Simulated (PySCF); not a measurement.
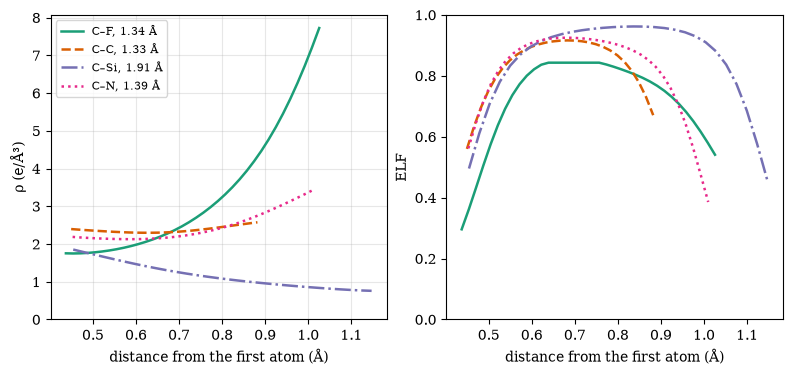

Figure. C₆H₁₂FNSi (SMILES CN1CCC(C[SiH3])=C1F). Total electron density and ELF along straight lines between neighbouring atoms. The curves leave out the atomic cores.

Geometry: GFN2-xTB.

Theory: PySCF 2.14.0, PBE0/pcSseg-1, SCF density, gas phase, non-relativistic.

```yaml
atoms:
  - { symbol: C, position_ang: [-2.8773, 0.7891, 0.5806] }
  - { symbol: N, position_ang: [-1.5886, 0.1419, 0.5650] }
  - { symbol: C, position_ang: [-1.4981, -1.1487, -0.1117] }
  - { symbol: C, position_ang: [-0.0333, -1.2695, -0.5708] }
  - { symbol: C, position_ang: [0.4697, 0.1502, -0.4723] }
  - { symbol: C, position_ang: [1.8242, 0.5764, -0.9038] }
  - { symbol: Si, position_ang: [3.1731, 0.0501, 0.3444] }
  - { symbol: C, position_ang: [-0.4665, 0.8579, 0.1557] }
  - { symbol: F, position_ang: [-0.4111, 2.1623, 0.4778] }
  - { symbol: H, position_ang: [-3.2875, 0.9343, -0.4294] }
  - { symbol: H, position_ang: [-2.7789, 1.7590, 1.0646] }
  - { symbol: H, position_ang: [-3.5710, 0.1755, 1.1552] }
  - { symbol: H, position_ang: [-1.7919, -1.9435, 0.5771] }
  - { symbol: H, position_ang: [-2.1808, -1.1716, -0.9739] }
  - { symbol: H, position_ang: [0.0525, -1.6693, -1.5826] }
  - { symbol: H, position_ang: [0.5377, -1.9218, 0.0947] }
  - { symbol: H, position_ang: [2.0424, 0.1465, -1.8833] }
  - { symbol: H, position_ang: [1.8406, 1.6617, -1.0125] }
  - { symbol: H, position_ang: [4.4709, 0.5069, -0.1569] }
  - { symbol: H, position_ang: [3.1849, -1.4113, 0.4541] }
  - { symbol: H, position_ang: [2.8803, 0.6408, 1.6484] }
```

> What can be read from the curves?

C–F (1.34 Å): ρ is about 2.3 e/Å³ halfway, with its minimum of 1.7 e/Å³ about 0.5 Å from C; the ELF peaks at about 0.85 between the atoms; a polar covalent bond.
C–C (1.33 Å): the density is about 2.3 e/Å³ at the midpoint; the ELF peaks at about 0.90 between the atoms: a short, multiple covalent bond.
C–Si (1.91 Å): ρ is about 0.9 e/Å³ halfway; the ELF peaks at about 0.95 between the atoms: localised, covalent bonding.
C–N (1.39 Å): the density is about 2.2 e/Å³ at the midpoint; the ELF peaks at about 0.95 between the atoms, as expected for a covalent bond.
